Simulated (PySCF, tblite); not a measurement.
# C₃H₉BO₂PSi radical: geometry, infrared bands and EPR parameters

What infrared bands and EPR parameters should C₃H₉BO₂PSi radical (`[BH]P[SiH]1OCCCO1`) show?

Computed with tblite 0.8.0 and PySCF 2.14.0, with density-fitted response routines of our own, on a single molecule in the gas phase. Atoms are numbered from 0 throughout.

### Step 1. The starting structure

17 atoms, charge 0, multiplicity 2; geometry from: force field or distance geometry start.

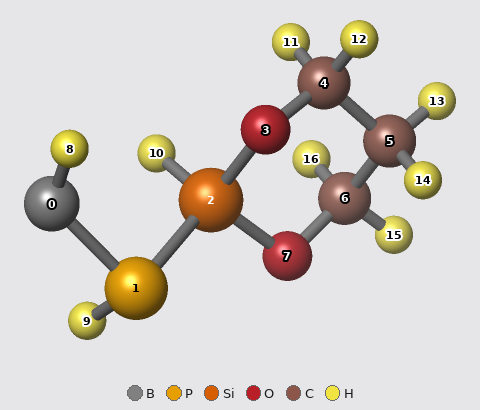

The starting geometry (boron grey, phosphorus amber, silicon orange, oxygen red, carbon brown, hydrogen yellow), atoms numbered.

### Step 2. Optimising the geometry with GFN2-xTB

Job settings and geometry (Å):

```
{"job": {"kind": "relax", "xc": "GFN2-xTB", "basis": "xTB"}, "charge": 0, "multiplicity": 2}
B      3.771200     0.844300     0.129200
P      2.802900    -0.196000    -1.187300
Si     0.965000    -0.286500     0.023200
O      0.178300     1.272000    -0.012300
C     -1.105300     1.137200     0.578500
C     -1.995400     0.127000    -0.181200
C     -1.399500    -1.285800    -0.058800
O     -0.140700    -1.406300    -0.689200
H      3.497400     1.983200     0.286700
H      3.312200    -1.472300    -0.686500
H      1.257700    -0.680200     1.402200
H     -1.034500     0.873400     1.653500
H     -1.604000     2.133000     0.531500
H     -3.006100     0.137500     0.260000
H     -2.069300     0.422000    -1.248200
H     -2.105100    -1.995700    -0.531200
H     -1.331800    -1.594800     1.016900
```

Run with:

```sh
$ OMP_NUM_THREADS=1 python probes_run.py task.json out
```

One launch serves the whole session: the jobs run in the order shown.

Standard output:

```text
step      E/eV     max force
  0    -669.48735    2.675
  1    -669.85467    1.682
  2    -670.06449    1.500
  3    -670.10538    0.392
  4    -670.12344    0.319
  5    -670.14260    0.396
  6    -670.15693    0.406
  7    -670.17170    0.417
  8    -670.17913    0.312
  9    -670.18509    0.240
 10    -670.19140    0.308
 11    -670.20002    0.308
 12    -670.21049    0.297
 13    -670.22196    0.273
 14    -670.23262    0.212
 15    -670.24049    0.192
 16    -670.24657    0.223
 17    -670.25267    0.205
 18    -670.25803    0.162
 19    -670.26276    0.190
 20    -670.26704    0.165
 21    -670.27086    0.175
 22    -670.27456    0.145
 23    -670.27828    0.132
 24    -670.28191    0.128
 25    -670.28576    0.177
 26    -670.28980    0.182
 27    -670.29337    0.136
 28    -670.29608    0.112
 29    -670.29810    0.106
 30    -670.29994    0.128
 31    -670.30192    0.127
 32    -670.30390    0.081
 33    -670.30579    0.097
 34    -670.30782    0.093
 35    -670.31014    0.121
 36    -670.31241    0.130
 37    -670.31417    0.096
 38    -670.31537    0.079
 39    -670.31623    0.066
 40    -670.31681    0.061
 41    -670.31719    0.045
 42    -670.31759    0.065
 43    -670.31811    0.070
 44    -670.31912    0.073
 45    -670.31993    0.074
 46    -670.32085    0.070
 47    -670.32134    0.057
 48    -670.32160    0.035
 49    -670.32177    0.033
 50    -670.32196    0.037
 51    -670.32213    0.035
 52    -670.32225    0.024
 53    -670.32233    0.020
 54    -670.32240    0.020
 55    -670.32247    0.021
 56    -670.32253    0.019
 57    -670.32259    0.016
 58    -670.32264    0.018
 59    -670.32269    0.020
 60    -670.32276    0.021
 61    -670.32282    0.017
 62    -670.32286    0.014
 63    -670.32290    0.019
 64    -670.32297    0.033
 65    -670.32307    0.038
 66    -670.32318    0.029
 67    -670.32328    0.027
 68    -670.32336    0.027
 69    -670.32346    0.035
 70    -670.32360    0.044
 71    -670.32374    0.038
 72    -670.32386    0.026
 73    -670.32394    0.025
 74    -670.32402    0.024
 75    -670.32412    0.025
 76    -670.32421    0.017
 77    -670.32427    0.013
 78    -670.32430    0.013
 79    -670.32433    0.017
 80    -670.32436    0.014
 81    -670.32438    0.009
```

Wall time 0.55 s (1 thread of Arm Neoverse V2, shared host).

Relaxation path: (not every step is listed)

| step | energy from step 0 (eV) | largest force (eV/Å) |
| --- | --- | --- |
| 0 | 0.0000 | 2.6751 |
| 1 | -0.3673 | 1.6819 |
| 2 | -0.5771 | 1.5002 |
| 3 | -0.6180 | 0.3917 |
| 4 | -0.6361 | 0.3186 |
| 5 | -0.6553 | 0.3963 |
| 6 | -0.6696 | 0.4058 |
| 7 | -0.6843 | 0.4166 |
| 8 | -0.6918 | 0.3119 |
| 14 | -0.7453 | 0.2117 |
| 20 | -0.7797 | 0.1650 |
| 26 | -0.8025 | 0.1817 |
| 32 | -0.8166 | 0.0810 |
| 38 | -0.8280 | 0.0793 |
| 44 | -0.8318 | 0.0726 |
| 50 | -0.8346 | 0.0371 |
| 56 | -0.8352 | 0.0194 |
| 62 | -0.8355 | 0.0136 |
| 68 | -0.8360 | 0.0272 |
| 74 | -0.8367 | 0.0242 |
| 76 | -0.8369 | 0.0165 |
| 77 | -0.8369 | 0.0127 |
| 78 | -0.8370 | 0.0128 |
| 79 | -0.8370 | 0.0166 |
| 80 | -0.8370 | 0.0137 |
| 81 | -0.8370 | 0.0087 |

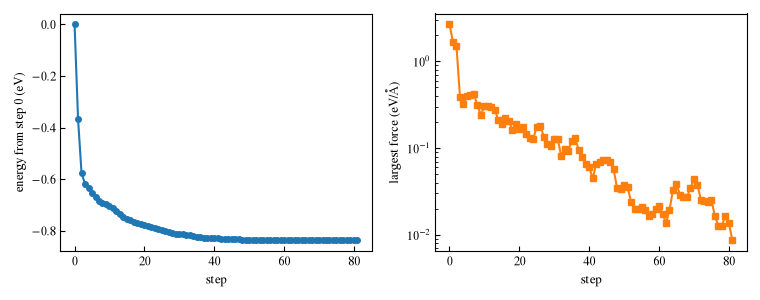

Energy and force, step by step.

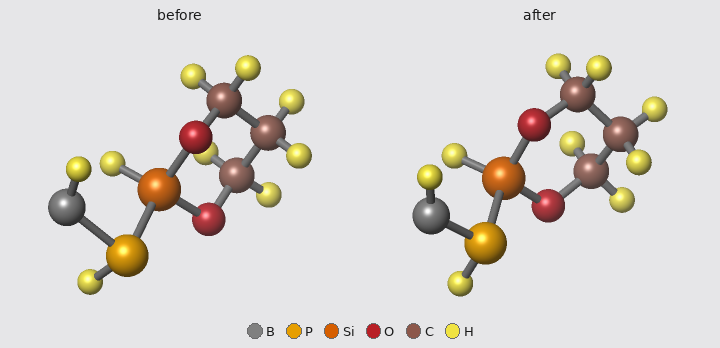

The geometry before (left) and after (right).

Close pairs (by a distance rule), those that changed most:

| bond | before (Å) | after (Å) | change (Å) |
| --- | --- | --- | --- |
| B0–P1 | 1.937 | 1.774 | -0.163 |
| Si2–O3 | 1.746 | 1.628 | -0.118 |
| Si2–O7 | 1.727 | 1.626 | -0.101 |
| P1–H9 | 1.463 | 1.392 | -0.070 |
| C6–H16 | 1.121 | 1.097 | -0.024 |
| B0–H8 | 1.182 | 1.158 | -0.024 |
| C4–C5 | 1.546 | 1.523 | -0.023 |
| C4–H12 | 1.115 | 1.094 | -0.021 |

The final coordinates are the input of the step that follows.

### Step 3. Vibrational analysis with GFN2-xTB

Job settings and geometry (Å):

```
{"job": {"kind": "ir", "xc": "GFN2-xTB", "basis": "xTB"}, "charge": 0, "multiplicity": 2}
B      3.812901     0.980515    -0.334690
P      2.602106    -0.076484    -1.085642
Si     0.962299    -0.364673     0.368213
O      0.204416     1.070265     0.499957
C     -1.187426     1.093693     0.675438
C     -1.896722     0.140775    -0.278156
C     -1.452255    -1.295273    -0.034418
O     -0.073710    -1.459961    -0.241531
H      3.784379     2.087120     0.005299
H      3.099382    -1.376376    -1.045870
H      1.338679    -0.803586     1.722686
H     -1.423673     0.823111     1.712392
H     -1.510872     2.123939     0.499299
H     -2.975372     0.219976    -0.144725
H     -1.636896     0.416340    -1.301515
H     -1.957540    -1.978192    -0.723610
H     -1.696695    -1.589158     0.993861
```

Standard output:

```text
mode    cm-1     km/mol
  1      26.1      1.26
  2      62.8      3.13
  3      77.8      1.30
  4     111.1      0.53
  5     158.6      0.53
  6     214.1     13.23
  7     292.3      0.17
  8     347.5     30.27
  9     391.0     31.00
 10     408.7      7.88
 11     504.7     27.56
 12     530.4     21.72
 13     560.7      5.37
 14     620.4     11.44
 15     693.5     51.78
 16     728.2    392.45
 17     764.6     69.25
 18     806.6    130.01
 19     845.3     58.37
 20     893.4     12.26
 21     905.5     40.10
 22     906.7      1.33
 23     938.2     17.83
 24    1021.7     40.71
 25    1114.8      5.71
 26    1116.6     33.70
 27    1142.2    327.64
 28    1184.9      1.21
 29    1218.4     22.67
 30    1253.7      2.45
 31    1322.4      3.39
 32    1338.3      7.15
 33    1339.3     19.23
 34    1449.8      5.15
 35    1477.7      0.03
 36    1487.0      0.48
 37    2169.2    232.11
 38    2207.0    191.98
 39    2729.8    138.64
 40    2895.9     18.60
 41    2901.3     92.57
 42    2946.8     40.86
 43    2948.5     36.36
 44    2996.0     26.56
 45    3002.4     41.76
```

It took 0.58 s on 1 thread of Arm Neoverse V2, shared host.

Which atoms move in the most intense modes:

```
cm⁻¹  km/mol                                atoms
 728   392.4                   H10 81 %, Si2 12 %
 765    69.2           Si2 31 %, O3 22 %, O7 20 %
 807   130.0  Si2 31 %, H9 19 %, O7 15 %, O3 12 %
1142   327.6   O3 21 %, C4 21 %, O7 20 %, C6 20 %
2169   232.1                             H10 97 %
2207   192.0                              H9 97 %
2730   138.6                              H8 91 %
2901    92.6                   H16 78 %, H11 12 %
```

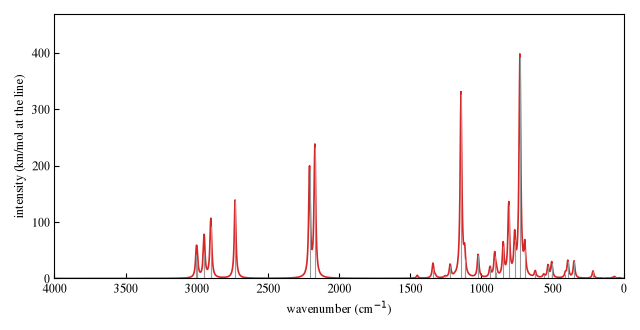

The infrared spectrum from these modes, unscaled. Lines are broadened to a width of 14 cm⁻¹ (Lorentzian).

### Step 4. EPR parameters: B3LYP/pcH-1

Settings changed since step 3:

```diff
@@ -1,2 +1,2 @@
-{"job": {"kind": "ir", "xc": "GFN2-xTB", "basis": "xTB"}, "charge": 0, "multiplicity": 2}
+{"job": {"kind": "epr", "basis": "pcH-1"}, "charge": 0, "multiplicity": 2}
 B      3.812901     0.980515    -0.334690
```

Method: UKS B3LYP, pcH-1 on B C H O P Si, non-relativistic, mean-field spin-orbit, GIAO.

Standard output:

```text
UKS, coarse grid
  cycle   1  E = -925.73019182  |g| = 7.22e-01
  cycle   2  E = -925.43877806  |g| = 1.15e+00
  cycle   3  E = -925.90404963  |g| = 8.67e-02
  cycle   4  E = -925.90648160  |g| = 3.97e-02
  cycle   5  E = -925.90727027  |g| = 8.47e-03
  cycle   6  E = -925.90731365  |g| = 3.07e-03
  cycle   7  E = -925.90732053  |g| = 1.20e-03
  cycle   8  E = -925.90732309  |g| = 4.50e-04
UKS, final grid
  cycle   1  E = -925.90739055  |g| = 5.01e-04
  cycle   2  E = -925.90739045  |g| = 6.99e-04
  cycle   3  E = -925.90739078  |g| = 7.37e-05
  cycle   4  E = -925.90739079  |g| = 4.77e-05
  cycle   5  E = -925.90739080  |g| = 2.17e-05
E = -925.90739080 Eh   <S^2> = 0.7536 (exact 0.7500)
g shifts (ppm)      1          2          3
  rmc           -93        -93        -93
  gc             18        -48         -3
  oz_so       -2470       -391        692
  total       -2545       -532        596
hyperfine (MHz)  atom isotope    a_iso     a_fc   dipolar eigenvalues
    0   11B     288.92     289.04    -43.04    -41.18     84.22
    1   31P     -69.73     -69.72    -20.60    -14.45     35.05
    2  29Si     -60.02     -60.09     -8.45      4.06      4.39
    3   17O       0.68       0.68     -0.92      0.25      0.68
    4   13C      -0.33      -0.33     -0.14     -0.10      0.24
    5   13C       0.65       0.65     -0.13     -0.08      0.21
    6   13C       1.75       1.75     -0.37     -0.28      0.65
    7   17O     -11.67     -11.67     -2.20      1.05      1.15
    8    1H      -1.14      -1.11    -20.41     -0.45     20.86
    9    1H      97.19      97.20     -4.07     -2.45      6.51
   10    1H       0.13       0.13     -1.40     -1.02      2.42
   11    1H       0.07       0.07     -0.48     -0.37      0.85
   12    1H       0.09       0.09     -0.47     -0.41      0.88
   13    1H      -0.05      -0.05     -0.28     -0.25      0.53
   14    1H       0.05       0.05     -0.51     -0.43      0.94
   15    1H      -0.05      -0.05     -0.43     -0.34      0.78
   16    1H       0.53       0.53     -0.44     -0.32      0.76
```

It took 2 min on 1 thread of Arm Neoverse V2, shared host; peak memory 1.1 GiB.

Principal g values 1.99977, 2.00179, 2.00292; g(iso) = 2.00149, against 2.00232 for a free electron.

Mean a(iso) over the nuclei that a row names, and the largest dipolar term of the row (other rows stand at the frozen geometry):

| nuclei | isotope | a(iso) (MHz) | a(iso) (G, at g = 2.0023) | largest dipolar term (MHz) |
| --- | --- | --- | --- | --- |
| B0 | 11B | 288.9 | 103.1 | 84.2 |
| H9 | 1H | 97.2 | 34.7 | 6.5 |
| P1 | 31P | -69.7 | -24.9 | 35.0 |
| Si2 | 29Si | -60.0 | -21.4 | -8.4 |
| O3, O7 | 17O | -5.5 | -2.0 | -2.2 |
| H8 | 1H | -1.1 | -0.4 | 20.9 |
| C4, C6 | 13C | 0.7 | 0.3 | 0.7 |
| C5 | 13C | 0.6 | 0.2 | 0.2 |
| H11, H16 | 1H | 0.3 | 0.1 | 0.8 |
| H10 | 1H | 0.1 | 0.0 | 2.4 |
| H13 | 1H | -0.1 | 0.0 | 0.5 |
| H14 | 1H | 0.1 | 0.0 | 0.9 |
| H12, H15 | 1H | 0.0 | 0.0 | 0.9 |

Mulliken spin populations:

B0 0.97; P1 -0.03; Si2 0.04; O3 0.00; C4 0.00; C5 0.00; C6 0.00; O7 0.00; H8 -0.02; H9 0.04; H10 0.00; H11 0.00; H12 0.00; H13 0.00; H14 0.00; H15 0.00; H16 0.00

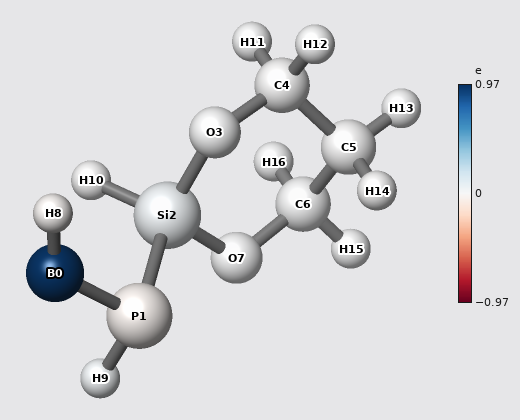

Mulliken spin populations, as colours on the atoms.

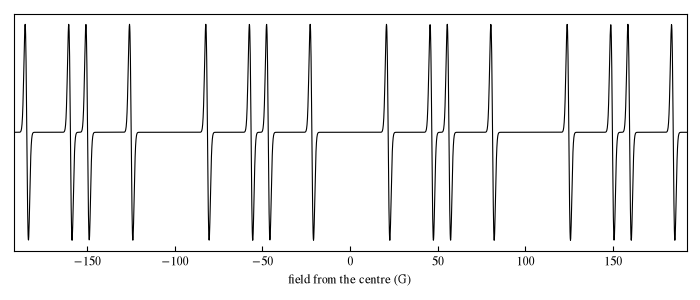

First-order isotropic spectrum (first derivative, main isotopes with spin only, couplings over 0.8 MHz, Gaussian width 0.9 G; couplings of the frozen geometry, rotation of groups not averaged beyond the rows shown).

The fields below are evaluated on a grid from the run's orbitals.

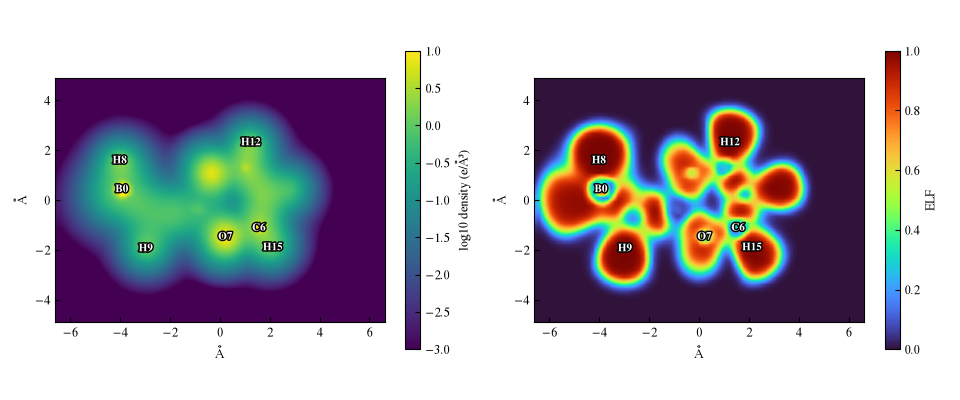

Density (left) and ELF (right) in a plane through or near 7 of the atoms.

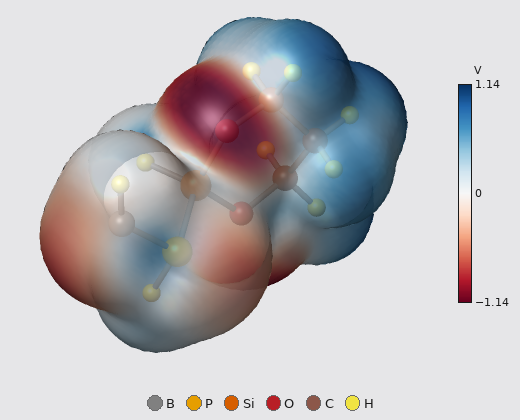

The potential that a unit positive charge feels on the 0.002 e/bohr³ surface, from -1.14 V near O3 to 1.10 V near H13.

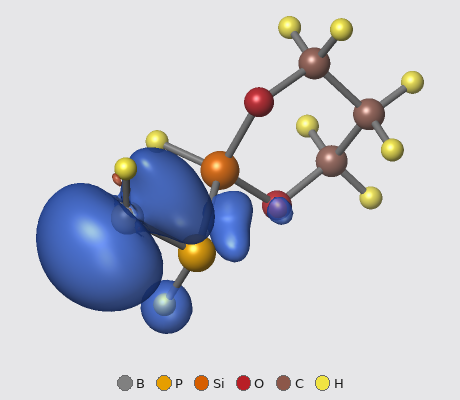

Spin density at ±0.02 e/Å³ (alpha excess blue, beta excess red).

### Step 5. What came out

```
                                 quantity                 value
strongest single infrared mode (GFN2-xTB)  728 cm⁻¹, 392 km/mol
             zero-point energy (GFN2-xTB)         75.8 kcal/mol
                           g(iso) (B3LYP)               2.00149
                                     ⟨S²⟩    0.754 (exact 0.75)
       largest a(iso) (averaged by class)  11B on B0, 288.9 MHz
    surface potential, least and greatest    -1.14 V and 1.10 V
```

What this shows: Over 81 steps the energy fell by 0.837 eV; of the close pairs, B0–P1 changed most, 1.937 to 1.774 Å. All 45 modes are real, so the xTB geometry is a minimum. The strongest single mode, at 728 cm⁻¹, moves mainly H10. GFN2-xTB is a fitted tight-binding method: band positions and strengths are rough. Its intensities can rank the bands wrongly. B0 carries the largest spin population, 0.97 e. The isotropic g lies 0.8 ppt below the free-electron value.
